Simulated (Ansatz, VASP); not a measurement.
# PbSe (Clausthalite): VASP beside Ansatz

Aim: how closely do two programs agree when they are given the same cell, functional and k mesh?

Program: Ansatz 0.2.0. Level of theory: plane waves, with VASP 6.6.1 beside it; band structure at PBE0. Results are calculated unless marked as measured.

## 1. The structure

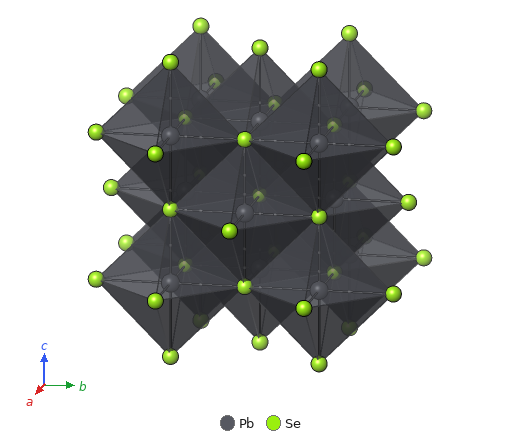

The starting structure, seen slightly off an axis (lead dark grey, selenium green). This picture shows the conventional cell, with its axes. Some periodic images of atoms are drawn too.

## 2. Ansatz: band structure, PBE0

Ansatz runs on its default PAW (the set named soft_2) files.

The same path points are solved in both programs, so levels can be compared one by one.

Contents of input.yaml:

```yaml
crystal:
  lattice:
    - [0.0, 3.06065, 3.06065]
    - [3.06065, 0.0, 3.06065]
    - [3.06065, 3.06065, 0.0]
  atoms:
    - { symbol: Pb, position: [0.0, 0.0, 0.0] }
    - { symbol: Se, position: [0.5, 0.5, 0.5] }
hamiltonian:
  xc: pbe0
  pseudopotentials: { kind: paw }
kpoints:
  mp_grid: { grid: [4, 4, 4] }
  band_path:
    path:
      - [0.0, 0.0, 0.0]
      - [0.5, 0.0, 0.5]
      - [0.5, 0.2, 0.7]
      - [0.4, 0.35, 0.75]
      - [0.15, 0.15, 0.3]
      - [0.2, 0.2, 0.2]
      - [0.5, 0.5, 0.5]
      - [0.55, 0.4, 0.55]
      - [0.6, 0.25, 0.65]
      - [0.5, 0.25, 0.75]
      - [0.5, 0.5, 0.5]
      - [0.375, 0.375, 0.75]
      - [0.5, 0.0, 0.5]
    npoints: 1
scf:
  occupations: { method: gaussian, width: 0.02 }
  n_extra_bands: 7
output:
  forces: true
  stress: true
  eigenvalues: true
  write_density: true
  write_potential: true
  elf: true
  volumetric_format: npy
```

Command:

```bash
$ ansatz run input.yaml --threads 4 --pin off --max-ram 9216MiB --backend cpu --events-out ev --progress --plain --runs-dir out
```

Numbers of over 12 decimals in the logs are rounded to 6 here.

What it wrote:

```text
Warning: output.stress: scf.convergence.dr2_threshold = 1e-7 eV (the SCF's general default) is looser than the 2e-10 eV advised for a printed stress (1e-10 eV for each atom of the cell: 2). What an SCF threshold leaves in a stress goes as its square root, and in the free energy as the threshold itself, and one threshold admits the most on a small cell: [figures from the program's tests cut] Set scf.convergence.dr2_threshold to 2e-10 eV or tighter. The threshold is an SCF's pass mark: one that does not reach it within its budget of iterations ends unconverged, or closes short of it on a stop that the run arms, and scf.convergence.dr2_threshold's page says what that costs each kind of run
Warning: output.stress: scf.exx.energy_threshold = 1e-6 eV is looser than the 2e-8 eV advised for a stress under a hybrid functional (1e-8 eV for each atom of the cell: 2). Every SCF of the exchange loop can meet its threshold on dr2 while the loop round them stops early: no threshold on dr2 bounds what that leaves in the stress. Set scf.exx.energy_threshold to 2e-8 eV or tighter. The threshold is the loop's pass mark: a loop that does not reach it within its budget of cycles ends unconverged, and scf.exx.energy_threshold's page has the law
scf.n_extra_bands = 7 over 15 filled bands (N_el = 30.0): the run solves 22 bands
Engine: ansatz 0.2.0, aarch64-unknown-linux-gnu
Pseudopotentials: kind: paw
Pseudopotential: Pb, paw, valence charge 14, recommended cutoff 420 eV (normal), Pb.paw.azcp
Pseudopotential: Se, paw, valence charge 16, recommended cutoff 420 eV (normal), Se.paw.azcp
Functional definition: PBE0
  parameter a = 0.25
  parameter kappa = 0.804
  parameter beta = 0.066725
  exchange = (1 - a)*pbe_x(kappa = kappa, mu = beta*pi^2/3) + a*exact_x
  correlation = pbe_c(beta = beta)
Crystal: 2 atoms, lattice volume = 57.342 Å³
Basis set: ecut = 420 eV, 1139 PW (Γ), exchange–correlation on 60×60×60 points (8 copies of the dense FFT grid, shifted against one another)
Bands: 22, of which v1, the nominal top of the filled ones, is band 15 counted from 1 (14 counted from 0)
Symmetry: 48 space group operations
Space group: Fm-3m (ITA 225), of the structure as read, at distance tolerance 3.9e-5 Å
k-points: 8 of 64
Non-local potential: Pb, projectors of the file, l = 0: 2, l = 1: 2, l = 2: 2, l = 3: 2
Non-local potential: Se, projectors of the file, l = 0: 2, l = 1: 2, l = 2: 3, l = 3: 1
PAW form: soft (Blöchl's): semilocal exchange-correlation on the pseudo side does not see the compensation charge
PAW frozen core: Pb, regenerated for the run's functional, and the local potential with it (the file was generated under x = pbe(κ = 0.804, μ = 0.219515), c = pbe(β = 0.066725))
PAW frozen core: Se, regenerated for the run's functional, and the local potential with it (the file was generated under x = pbe(κ = 0.804, μ = 0.219515), c = pbe(β = 0.066725))
PAW one-centre angular grid: Pb, 590 points (default); XC on 64 Gauss nodes
PAW one-centre angular grid: Se, 590 points (default); XC on 64 Gauss nodes
Initial density: superposition of atomic densities (neutral atoms: chi_scale 0, normalization atom), corrected by the library's trained network
Initial wavefunctions: pseudopotential atomic-orbital guess
Functional: x = pbe(κ = 0.804, μ = 0.219515), c = pbe(β = 0.066725), warm-up for x = 0.75 pbe(κ = 0.804, μ = 0.219515) + 0.25 exact, c = pbe(β = 0.066725)
SCF iter   1: F=—  HF=-17376.593714 eV  |F-HF|=—  |Δ(HF+E_count)|=         —  Δρ=8.09e-4  dr2=2.75e-4  ethr=1.77e-3  ⟨swp⟩=13.0  Hψ=830  notcnv=0
preconditioner: auto → none  [insulator: Δε(μ)=0.287 eV  Ē_g=17.911 eV  σ=0.020 eV  W_gap=1.00  n_scr=14 (ndim 8)  ℏωp=21.9 eV  f_vac=0.019  D(μ)=0.00/eV (n_scr^D=0)]
SCF iter   2: F=—  HF=-17376.593878 eV  |F-HF|=—  |Δ(HF+E_count)|=   1.64e-4  Δρ=3.12e-4  dr2=5.77e-5  ethr=9.17e-7  ⟨swp⟩=5.2  Hψ=607  notcnv=0  defer=6
iter 3 solved again at ethr=1.67e-8 eV; its pass at ethr=1.92e-7 eV (dr2=5.00e-6 eV) is discarded
SCF iter   3: F=-17376.593907 eV  HF=-17376.593897 eV  |F-HF|=9.45e-6  |Δ(HF+E_count)|=   1.91e-5  Δρ=1.36e-4  dr2=5.19e-6  ethr=1.67e-8  ⟨swp⟩=3.0  Hψ=634  notcnv=0
SCF 1 stopped early in 3 iterations: F = -17376.593907 eV  dr2 = 5.19e-6
  greatest PAW one-centre occupation: 1.000 electrons in one spin orbital (limit 2), on the Se atom at site 1 (counted from 0), in its partial waves of l = 2
Initial density: handed on by an earlier stage of this run
Initial wavefunctions: those handed on with the density
Functional: x = 0.75 pbe(κ = 0.804, μ = 0.219515) + 0.25 exact, c = pbe(β = 0.066725)
Frozen-core exchange: fock
SCF iter   1: F=—  HF=-17378.606811 eV  |F-HF|=—  |Δ(HF+E_count)|=         —  Δρ=5.20e-3  dr2=1.58e-2  ethr=1.73e-7  ⟨swp⟩=9.2  Hψ=952  notcnv=0
preconditioner: auto → none  [insulator: Δε(μ)=1.259 eV  Ē_g=20.584 eV  σ=0.020 eV  W_gap=1.00  n_scr=14 (ndim 8)  ℏωp=21.9 eV  f_vac=0.019  D(μ)=0.00/eV (n_scr^D=0)]
SCF iter   2: F=—  HF=-17378.598603 eV  |F-HF|=—  |Δ(HF+E_count)|=   8.21e-3  Δρ=2.27e-3  dr2=3.09e-3  ethr=1.73e-7  ⟨swp⟩=4.8  Hψ=632  notcnv=0
SCF iter   3: F=—  HF=-17378.607297 eV  |F-HF|=—  |Δ(HF+E_count)|=   8.69e-3  Δρ=1.38e-3  dr2=1.15e-3  ethr=1.73e-7  ⟨swp⟩=4.1  Hψ=602  notcnv=0
SCF iter   4: F=—  HF=-17378.606951 eV  |F-HF|=—  |Δ(HF+E_count)|=   3.46e-4  Δρ=3.91e-4  dr2=1.41e-4  ethr=1.73e-7  ⟨swp⟩=4.0  Hψ=466  notcnv=0
SCF iter   5: F=—  HF=-17378.607255 eV  |F-HF|=—  |Δ(HF+E_count)|=   3.04e-4  Δρ=2.21e-4  dr2=6.25e-5  ethr=1.73e-7  ⟨swp⟩=3.2  Hψ=320  notcnv=0
SCF iter   6: F=-17378.607246 eV  HF=-17378.607246 eV  |F-HF|=4.67e-7  |Δ(HF+E_count)|=   8.47e-6  Δρ=3.29e-5  dr2=8.99e-7  ethr=1.73e-7  ⟨swp⟩=3.4  Hψ=333  notcnv=0
SCF 2 stopped early in 6 iterations: F = -17378.607246 eV  dr2 = 8.99e-7
hybrid outer 1: dexx = +1.105e-2 eV, tail = 4.81e-5 eV
Frozen-core exchange: fock
SCF iter   1: F=—  HF=-17378.607317 eV  |F-HF|=—  |Δ(HF+E_count)|=         —  Δρ=6.19e-5  dr2=1.13e-6  ethr=8.02e-7  ⟨swp⟩=4.1  Hψ=405  notcnv=0
preconditioner: auto → none  [insulator: Δε(μ)=1.285 eV  Ē_g=20.572 eV  σ=0.020 eV  W_gap=1.00  n_scr=14 (ndim 8)  ℏωp=21.9 eV  f_vac=0.019  D(μ)=0.00/eV (n_scr^D=0)]
SCF iter   2: F=—  HF=-17378.607318 eV  |F-HF|=—  |Δ(HF+E_count)|=   7.86e-7  Δρ=3.10e-5  dr2=2.39e-7  ethr=3.65e-9  ⟨swp⟩=4.0  Hψ=490  notcnv=0
SCF iter   3: F=—  HF=-17378.607318 eV  |F-HF|=—  |Δ(HF+E_count)|=   2.36e-8  Δρ=1.07e-5  dr2=2.25e-8  ethr=7.85e-10  ⟨swp⟩=2.5  Hψ=310  notcnv=0  defer=2
SCF iter   4: F=-17378.607318 eV  HF=-17378.607318 eV  |F-HF|=2.84e-10  |Δ(HF+E_count)|=   1.14e-8  Δρ=3.08e-6  dr2=3.78e-9  ethr=6.79e-11  ⟨swp⟩=4.8  Hψ=444  notcnv=0  defer=1
SCF 3 converged in 4 iterations: F = -17378.607318 eV  dr2 = 3.78e-9
  Residual-converged pass: ⟨swp⟩=3.0  Hψ=347  notcnv=0  max |occ|·‖R‖ = 2.3e-6 eV (tolerance 2.4e-6 eV)  dr2=3.76e-9  dr2_onsite=1.05e-9  max |Δocc| = 0.0e0
hybrid outer 2: dexx = +5.220e-7 eV, tail = 2.75e-8 eV, Δε = 1.85e-3 eV (about 7.05e-5 eV left of the loop's levels)
NSCF: frozen V_eff on 13 k-points
hybrid SCF converged: 2 outer / 10 inner (+3 warm-up), last move |dexx| = 5.22e-7 eV, tail = 2.75e-8 eV
Stability not checked: this state was not tested for a lower state beside it, because the functional holds exact exchange (a hybrid, or Hartree-Fock), whose exchange loop this test does not read (fock_operator; see scf.lower_state_search)
Free energy (F): -17378.607318 eV
Frozen-core exchange: fock
Harris-Foulkes:  -17378.607318 eV  (|F-HF|=2.84e-10)
Internal energy: -17378.607318 eV  (E = F + TS)
E sigma→0 (E₀):  -17378.607318 eV
Fermi energy:    9.103291 eV
--- Per-component energies (eV) ---
  E_band       = -508.183008
  E_kinetic    = 404.882360
  E_local      = -3527.927754  (includes V_loc(G=0)·N_el)
  E_nonlocal   = -246.192135
  E_hartree    = 1644.857110
  E_xc         = -250.429701
  E_vxc        = -178.606675  (∫ρ·V_xc dr)
  E_exx        = -111.950432  (= α·E_x^exact, valence–valence)
  E_paw        = -12279.411501  (= ΣΔE_a)
  E_vpaw       = -26.149494  (= ΣTr[D̂ρ^β])
  E_aug_tail   = -0.000503  (compensation charges beyond the density's cutoff)
  E_ewald      = -3011.707258
  E_core_change = -0.727505  (= ΣΔE_core)
  E_smearing   = -0.000000  (= −TS)
  E_closure    = 0.000000  (closes the sum)
  Σ components = -17378.607318   (vs F -17378.607318, Δ=3.64e-12)
--- Forces (eV/Å), atoms counted from 1 ---
  atom   1  Pb    -0.00000000     0.00000000     0.00000000
  atom   2  Se    -0.00000000     0.00000000     0.00000000
  max |Σ_I F_I| component: 3.64e-29 eV/Å
--- Stress (GPa, compression-positive) ---
        1.385231      -0.000000       0.000000
       -0.000000       1.385231      -0.000000
       -0.000000       0.000000       1.385231
  P = ⅓ Tr σ = 1.3852 GPa (13.852 kbar)
--- Band table (eV; the first three rows and the last of 8) ---
  k-point 0: bands = [... 11 lower, 1.7192, 6.1905, 6.1905, 6.1905, 14.6092, 14.6092, 14.6092, 16.2624, ... 3 higher]
  k-point 1: bands = [... 11 lower, 0.1607, 6.3823, 6.3823, 7.3152, 11.7270, 12.5567, 12.5567, 16.2717, ... 3 higher]
  k-point 2: bands = [... 11 lower, -1.2908, 6.6436, 6.6436, 8.4606, 9.7460, 11.2242, 11.2242, 18.4309, ... 3 higher]
  k-point 7: bands = [... 11 lower, -0.3404, 3.5565, 3.5565, 7.4870, 11.4726, 14.7817, 14.7817, 17.6790, ... 3 higher]
```

Run time: 23 s. Hardware: 4 threads of Arm Neoverse V1, shared host; peak memory 0.79 GiB.

Reading the cycles: dr2 is the Hartree energy of the density residual (eV), the measure of convergence; HF is the Harris–Foulkes estimate of the energy, which meets the free energy F at convergence.

## 3. VASP: band structure, PBE0

The same cell, functional, mesh and smearing now go to VASP, with its own data sets and cutoff.

Lines of VASP's logs that name or quote its potential files are left out, and so is its time.

Contents of INCAR:

```
SYSTEM = PbSe
PREC = Accurate
ENCUT = 400
EDIFF = 1E-06
NELM = 100
ISMEAR = 0
SIGMA = 0.02
LREAL = .FALSE.
ALGO = Normal
LHFCALC = .TRUE.
AEXX = 0.25
GGA = PE
LASPH = .TRUE.
NBANDS = 16
PRECFOCK = Fast
HFRCUT = -1
LORBIT = 11
LWAVE = .FALSE.
LCHARG = .FALSE.
KPAR = 4
```

Contents of POSCAR:

```
PbSe
1.0
    0.0000000000      3.0606500000      3.0606500000
    3.0606500000      0.0000000000      3.0606500000
    3.0606500000      3.0606500000      0.0000000000
Pb Se
1 1
Direct
    0.0000000000      0.0000000000      0.0000000000
    0.5000000000      0.5000000000      0.5000000000
```

Contents of KPOINTS:

```
Automatic mesh
0
Gamma
4 4 4
0 0 0
```

Contents of KPOINTS_OPT:

```
Line mode
6
Line-mode
Reciprocal
  0.00000000   0.00000000   0.00000000 GAMMA
  0.50000000   0.00000000   0.50000000 X

  0.50000000   0.00000000   0.50000000 X
  0.50000000   0.25000000   0.75000000 W

  0.50000000   0.25000000   0.75000000 W
  0.37500000   0.37500000   0.75000000 K

  0.37500000   0.37500000   0.75000000 K
  0.00000000   0.00000000   0.00000000 GAMMA

  0.00000000   0.00000000   0.00000000 GAMMA
  0.50000000   0.50000000   0.50000000 L

  0.50000000   0.50000000   0.50000000 L
  0.62500000   0.25000000   0.62500000 U

  0.62500000   0.25000000   0.62500000 U
  0.50000000   0.25000000   0.75000000 W

  0.50000000   0.25000000   0.75000000 W
  0.50000000   0.50000000   0.50000000 L

  0.50000000   0.50000000   0.50000000 L
  0.37500000   0.37500000   0.75000000 K

  0.62500000   0.25000000   0.62500000 U
  0.50000000   0.00000000   0.50000000 X
```

PAW data sets: Pb_d and Se (PBE family, release 64).

Command:

```bash
$ mpirun -np 4 vasp_std
```

What it wrote:

```text
[banner, memory and clock lines left out]
running    4 mpi-ranks, on    1 nodes
 distrk:  each k-point on    1 cores,    4 groups
 distr:  one band on    1 cores,    1 groups

 POSCAR found type information on POSCAR PbSe
 POSCAR found :  2 types and       2 ions
 LDA part: xc-table for (Slater+PW92), standard interpolation
 found WAVECAR, reading the header
 POSCAR, INCAR and KPOINTS ok, starting setup
 FFT: planning ... GRIDC
 FFT: planning ... GRID_SOFT
 FFT: planning ... GRID
 HFRCUT set to (new)   9.568726
 reading WAVECAR
 the WAVECAR file was read successfully
 initial charge from wavefunction
 entering main loop
       N       E                     dE             d eps       ncg     rms          rms(c)
DAV:   1    -0.107021043558E+02   -0.10702E+02   -0.54399E-01   272   0.806E+00    0.139E+00
DAV:   2    -0.107112713120E+02   -0.91670E-02   -0.36994E-02   264   0.104E+00    0.905E-01
DAV:   3    -0.107094475297E+02    0.18238E-02   -0.26152E-03   360   0.520E-01    0.545E-01
DAV:   4    -0.107089561393E+02    0.49139E-03   -0.94583E-04   336   0.258E-01    0.310E-01
DAV:   5    -0.107088758177E+02    0.80322E-04   -0.23812E-04   344   0.128E-01    0.172E-01
DAV:   6    -0.107088375839E+02    0.38234E-04   -0.25020E-05   344   0.562E-02    0.923E-02
DAV:   7    -0.107088221687E+02    0.15415E-04   -0.10174E-05   328   0.293E-02    0.467E-02
DAV:   8    -0.107088180875E+02    0.40812E-05   -0.38219E-06   320   0.140E-02    0.227E-02
DAV:   9    -0.107088171388E+02    0.94865E-06   -0.92408E-07   216   0.704E-03
   1 F= -.10708817E+02 E0= -.10708817E+02  d E =-.462713E-28
 Start KPOINTS_OPT (optional k-point list driver)
k-point batch [1-8\60]
       N       E                     dE             ncg
DAV:   1     0.133626484188E+03   -0.26342E+04      272
DAV:   2    -0.119644613252E+04   -0.13301E+04      272
DAV:   3    -0.129406231270E+04   -0.97616E+02      336
DAV:   4    -0.129684784340E+04   -0.27855E+01      368
DAV:   5    -0.129693567339E+04   -0.87830E-01      392
DAV:   6    -0.129693880005E+04   -0.31267E-02      384
DAV:   7    -0.129693883435E+04   -0.34299E-04      376
DAV:   8    -0.129693883469E+04   -0.33512E-06      272
[...]
k-point batch [57-60\60]
       N       E                     dE             ncg
DAV:   1     0.254173830941E+04   -0.23847E+04      128
DAV:   2     0.190267390222E+04   -0.63906E+03      136
DAV:   3     0.185653586767E+04   -0.46138E+02      160
DAV:   4     0.185534909879E+04   -0.11868E+01      192
DAV:   5     0.185531032302E+04   -0.38776E-01      200
DAV:   6     0.185530889026E+04   -0.14328E-02      208
DAV:   7     0.185530887462E+04   -0.15643E-04      192
DAV:   8     0.185530887448E+04   -0.14324E-06      144
```

(Part 1 of 2 ends here.)

[Lines on the potential files, build, host, timing and source positions are cut from VASP's logs without a mark.]

[Logs are printed without paths, hosts, clocks, repeated set-up lines and the standing remarks that a program may print on its own settings, such as how far it seeks lower states.]

[Hosts, paths, dates, database ids (printed as entryN), source tags and the programs' standing remarks are cut or masked in the printed files.]
